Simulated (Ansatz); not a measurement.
**SiH$_{4}$O: molecular dynamics**

System: SiH$_{4}$O.
Method: RKS PBE0-D4/def2-SVP (Ansatz 0.2.0).

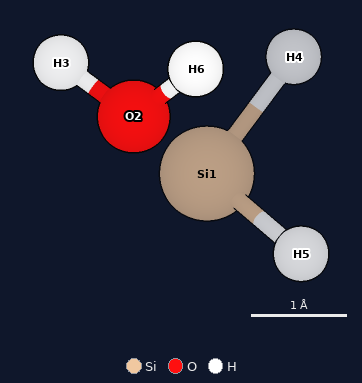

The input geometry (ball-and-stick view, seen at a tilt; atoms are numbered from 1 in the order of the input).

Input file:
```yaml
crystal:
  periodic: [false, false, false]
  atoms:
    - {symbol: Si, position_ang: [-1.220344, 0.167742, -0.074509]}
    - {symbol: O, position_ang: [0.677063, -0.503383, -0.508942]}
    - {symbol: H, position_ang: [0.722262, -1.459876, -0.408262]}
    - {symbol: H, position_ang: [-0.768805, 0.351456, 1.377785]}
    - {symbol: H, position_ang: [-0.736296, 1.555669, -0.471592]}
    - {symbol: H, position_ang: [1.326121, -0.111608, 0.085520]}
basis:
  gaussian: {orbitals: def2-SVP}
hamiltonian: {xc: pbe0, dispersion: d4}
md: {n_steps: 30, timestep: 0.25, temperature: 1500, ensemble: nve, seed: 817, dt: 10, initial_velocities: maxwell_boltzmann}
```

Hardware: 2 threads of Arm Neoverse V1, 23 GiB of memory available, shared host.

Launch command:
```bash
ansatz run in.yaml --threads 2 --pin off --events-out ev --progress --plain --max-ram 4352MiB
```

The program's output:
```
Error: YAML parse error: error: line 13 column 80: unknown field `dt`, expected one of timestep, n_steps, ensemble, temperature, temperature_schedule, friction, pressure, stress_2d, fix_cell, beads, quantum_up_to, nose_hoover, initial_velocities, initial_site_velocities, seed, constraints, density_extrapolation, masses
  --> <input>:13:66
   |
11 | …bitals: def2-SVP}
12 | …c: pbe0, dispersion: d4}
13 | …0, timestep: 0.25, temperature: 1500, ensemble: nve, seed: 817, dt: 10, initial_velocities: maxwell_boltzmann}
   |                                                                  ^ unknown field `dt`, expected one of timestep, n_steps, ensemble, temperature, temperature_schedule, friction, pressure, stress_2d, fix_cell, beads, quantum_up_to, nose_hoover, initial_velocities, initial_site_velocities, seed, constraints, density_extrapolation, masses
```

What the run reported:

- outcome: refused by the program

What went wrong:

The input was spoiled on purpose: misspelt key. The program refused the input: “YAML parse error: error: line 13 column 80: unknown field `dt`, expected one of timestep, n_steps, ensemble, temperature, temperature_schedule, friction, pressure, stress_2d, fix_cell, beads, quantum_up_to, nose_hoover, initial_velocities, initial_site_velocities, seed, constraints, density_extrapolation, masses --> …”
